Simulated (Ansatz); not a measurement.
## Geometry relaxation, with input and output: BH₃ClO₂F (part 2 of 2)

Continued. System: BH₃ClO₂F. Method: RKS r2SCAN-D4/def2-SVP (Ansatz 0.2.0). The input holds or restrains some coordinates. Forces given for the steps count only the free coordinates. It belongs to a series of runs on one base structure; here: pulled along the bonds that form and break, towards end A.

Trajectory as extended XYZ, continued:
```
8
Properties=species:S:1:pos:R:3:forces:R:3 step=6 energy=-20048.95669
B    -0.0671   -0.2681   -0.1153    0.0784   0.2358  -1.4572
F    -0.1394   -0.4241    1.2113   -0.1681  -0.3532   0.6211
O     1.1646   -0.0587   -0.7019   -0.5445  -0.5006   0.1625
H     1.6720   -0.8867   -0.7320   -0.0443   0.4044   0.0333
O    -1.2196   -0.3637   -0.8688    0.3032  -0.7732   1.0474
H    -1.8946   -0.8675   -0.3566    0.4070   0.8173  -0.4236
Cl    0.1937    2.5886    0.9500   -0.0180  -0.8851   0.9954
H     0.2277    1.5961    1.8485   -0.0136   1.0545  -0.9789
8
Properties=species:S:1:pos:R:3:forces:R:3 step=7 energy=-20049.00915
B    -0.0430   -0.2699   -0.1381    0.4451  -0.2322   0.4071
F    -0.1115   -0.4757    1.1943   -0.1418  -0.1705   0.6372
O     1.1581   -0.0849   -0.7036    1.1587  -0.3873  -0.6074
H     1.6881   -0.9039   -0.7064   -0.1613   0.6372   0.0864
O    -1.1545   -0.3680   -0.8582   -2.2164  -0.7001   0.4178
H    -1.8963   -0.6956   -0.2740    0.9416   0.7332  -0.9628
Cl    0.0594    2.5817    0.9496    0.1658  -1.0543   0.9713
H     0.2371    1.5320    1.7715   -0.1918   1.1740  -0.9497
8
Properties=species:S:1:pos:R:3:forces:R:3 step=8 energy=-20049.21395
B    -0.0186   -0.3168   -0.1566   -0.0920  -0.0472  -0.7000
F    -0.0285   -0.5509    1.1657    0.1000  -0.2209   0.7586
O     1.1584   -0.1471   -0.8125    0.1666  -0.6474  -0.0808
H     1.7881   -0.8521   -0.5749   -0.1172   0.6113   0.0391
O    -1.1969   -0.3415   -0.8178   -0.1603   0.0342   0.0587
H    -1.9386   -0.5088   -0.2172    0.1173   0.1565  -0.1342
Cl   -0.0302    2.5466    0.9394    0.1901  -0.8347   0.7368
H     0.2037    1.4864    1.7091   -0.2046   0.9481  -0.6782
8
Properties=species:S:1:pos:R:3:forces:R:3 step=9 energy=-20049.32593
B     0.0000   -0.3620   -0.1696   -0.2174  -0.0017  -1.0284
F     0.0512   -0.6098    1.1490    0.1233  -0.1483   0.7056
O     1.1471   -0.2474   -0.8926    0.1731  -0.7247   0.3494
H     1.8554   -0.7891   -0.4907   -0.3090   0.6212  -0.1930
O    -1.2066   -0.3085   -0.7876    0.1591   0.1240   0.1428
H    -1.9421   -0.3169   -0.1610    0.0769   0.0179  -0.0661
Cl   -0.1306    2.5035    0.9194    0.2458  -0.7985   0.7006
H     0.1631    1.4457    1.6683   -0.2519   0.9101  -0.6109
8
Properties=species:S:1:pos:R:3:forces:R:3 step=10 energy=-20049.19662 accepted=F
B    -0.0029   -0.4244   -0.2080   -0.3252   0.1513  -1.0375
F     0.1089   -0.6195    1.1197    0.1218  -0.0942   0.5373
O     1.1128   -0.3850   -0.9926    2.3267  -1.0818   2.4458
H     1.9291   -0.6507   -0.3765   -2.5393   0.9338  -2.1204
O    -1.2314   -0.3104   -0.7811   -0.5893   0.2159   0.9191
H    -1.9561   -0.1587   -0.1218    1.0198  -0.2667  -0.8242
Cl   -0.1716    2.4381    0.8944    0.2962  -0.7989   0.8195
H     0.1484    1.4262    1.7010   -0.3107   0.9406  -0.7394
8
Properties=species:S:1:pos:R:3:forces:R:3 step=11 energy=-20049.36292
B     0.0020   -0.3893   -0.1901   -0.1921   0.1392  -0.9729
F     0.0839   -0.6025    1.1348    0.1081  -0.1764   0.6319
O     1.1346   -0.3244   -0.9418    0.5254  -0.7816   0.7615
H     1.8815   -0.7378   -0.4455   -0.6729   0.6491  -0.5628
O    -1.2133   -0.2884   -0.7828    0.0265   0.0226   0.2287
H    -1.9387   -0.2517   -0.1411    0.2119   0.0021  -0.1708
Cl   -0.1619    2.4682    0.9064    0.2830  -0.7873   0.7834
H     0.1493    1.4416    1.6951   -0.2900   0.9323  -0.6990
8
Properties=species:S:1:pos:R:3:forces:R:3 step=12 energy=-20049.38620
B    -0.0044   -0.3877   -0.2061   -0.0797  -0.3104  -0.9632
F     0.0911   -0.5812    1.1208    0.1181  -0.0240   0.6975
O     1.1177   -0.3975   -0.9742    0.4976  -0.3177   0.8143
H     1.8863   -0.6645   -0.4211   -0.5998   0.3604  -0.6011
O    -1.2221   -0.3226   -0.7912   -0.1391   0.1978   0.1879
H    -1.9401   -0.2408   -0.1450    0.2100  -0.0413  -0.1937
Cl   -0.1171    2.4646    0.9131    0.2296  -0.8317   0.8362
H     0.1259    1.4453    1.7389   -0.2366   0.9670  -0.7779
8
Properties=species:S:1:pos:R:3:forces:R:3 step=13 energy=-20049.39897
B    -0.0055   -0.4245   -0.1674   -0.1888  -0.0711  -0.9461
F     0.0881   -0.5651    1.1609    0.0684  -0.1075   0.7831
O     1.0898   -0.4714   -0.9559    0.1312   0.0029  -0.1647
H     1.9384   -0.5843   -0.5171   -0.1028   0.0081   0.1824
O    -1.2085   -0.3152   -0.7788   -0.0158   0.0120  -0.0122
H    -1.9685   -0.2301   -0.1942    0.1026  -0.0210   0.1108
Cl   -0.0493    2.4461    0.9007    0.0878  -0.6822   0.8302
H     0.0527    1.4603    1.7871   -0.0826   0.8587  -0.7835
8
Properties=species:S:1:pos:R:3:forces:R:3 step=14 energy=-20049.41991
B    -0.0230   -0.4192   -0.1980   -0.0178  -0.0681  -0.7075
F     0.0655   -0.5791    1.1342    0.0375  -0.0983   0.6709
O     1.0962   -0.4396   -0.9571   -0.0040  -0.0038  -0.0154
H     1.9014   -0.5417   -0.4377   -0.0221   0.0093   0.0138
O    -1.2311   -0.3156   -0.7939   -0.0130   0.0029  -0.0229
H    -1.9604   -0.2833   -0.1652    0.0131  -0.0034   0.0109
Cl    0.0036    2.4479    0.8903    0.0759  -0.7294   0.8355
H     0.0851    1.4461    1.7626   -0.0696   0.8910  -0.7855
```

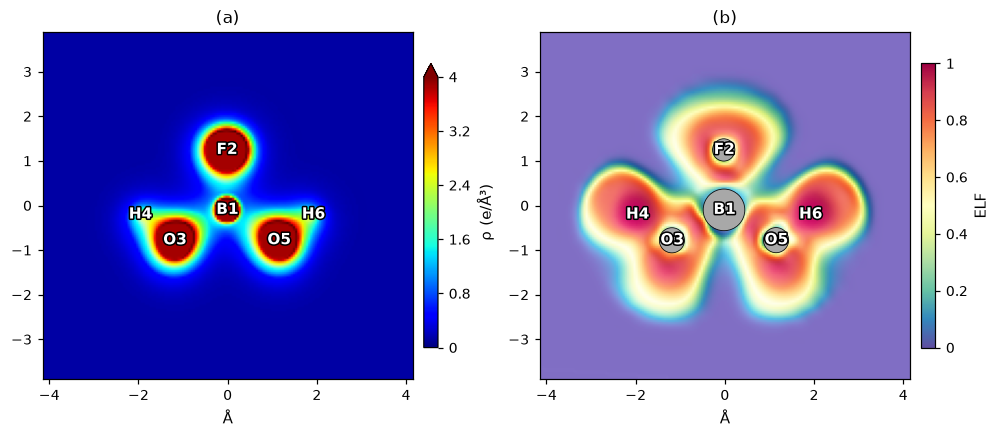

*(a) total electron density; (b) electron localisation function on the plane of atoms B1, O3 and H4. Grey discs, where drawn, cover atomic cores.*

Atoms in the plane: B, F, O and H. B–O (1.35 Å): ρ is about 2.2 e/Å³ halfway; the ELF peaks at about 0.90 between the atoms (a shared but strongly polarised pair).

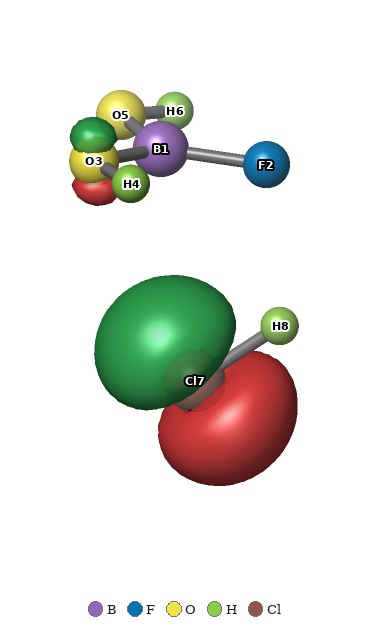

*One frontier orbital at ±0.2 Å⁻³ᐟ² (green and red are the two phases), seen at an oblique angle.*

The HOMO−1, at −8.08 eV.

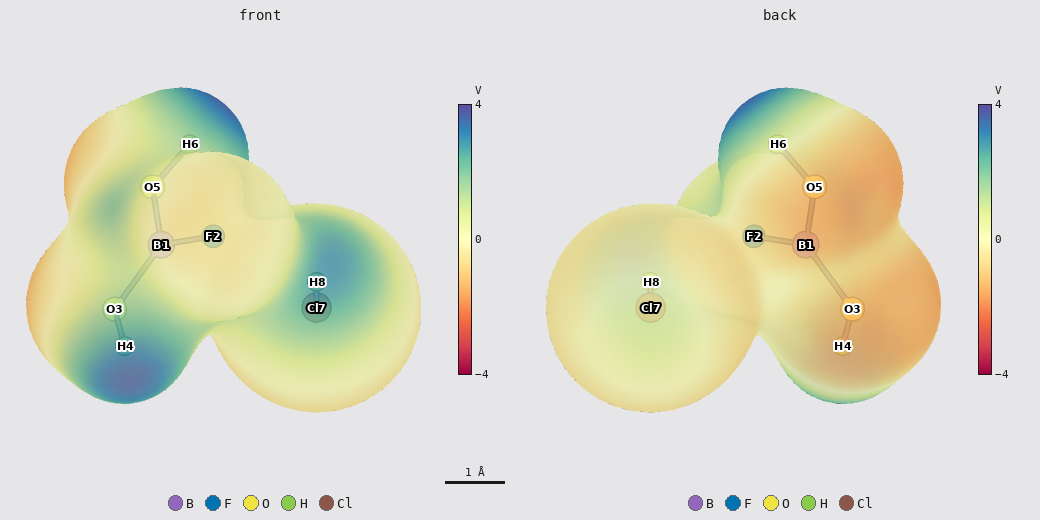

*The molecular electrostatic potential painted on the density surface at 0.004 e/bohr³, seen at a tilt and from behind; the colour scale runs from red (negative) to blue (positive).*

This output came from the following input.

Input:
```yaml
crystal:
  periodic: [false, false, false]
  atoms:
    - { symbol: B, position_ang: [0.0, 0.0, 0.0] }
    - { symbol: F, position_ang: [0.0, 0.0, 1.67] }
    - { symbol: O, position_ang: [1.2211, 0.0, -0.705] }
    - { symbol: H, position_ang: [1.5209, -0.9519, -0.8599] }
    - { symbol: O, position_ang: [-1.2211, 0.0, -0.705] }
    - { symbol: H, position_ang: [-1.7308, -0.8467, -0.4965] }
    - { symbol: Cl, position_ang: [0.0968, 2.0475, 0.6811] }
    - { symbol: H, position_ang: [0.0504, 1.0668, 1.6505] }
basis:
  gaussian: { orbitals: def2-SVP }
hamiltonian:
  xc: r2scan
  dispersion: d4
relax:
  f_tol: 0.15
  max_steps: 25
  restrain:
    - { distance: [0, 6], at: 3.06, k: 30.0 }
    - { distance: [7, 1], at: 2.12, k: 30.0 }
    - { distance: [0, 1], at: 1.32, k: 30.0 }
    - { distance: [7, 6], at: 1.37, k: 30.0 }
output:
  orbitals: {}
```

Run as:
```bash
ansatz run input.yaml --threads 2 --pin off --max-ram 3072MiB --backend cpu --events-out ev --progress --plain --runs-dir out
```

Key numbers:

```csv
quantity,value
outcome,converged under the restraints of the input
total energy,−20049.4199 eV
mean-field energy,−20049.3859 eV
"largest force (length of the vector) at the end, held atoms and coordinates included",1.190 eV/Å
hardware,"2 threads of AMD EPYC (Zen 3), 32 GiB of memory available, shared host"
wall time,35 s (CPU time 68 s)
peak memory,0.17 GiB
```
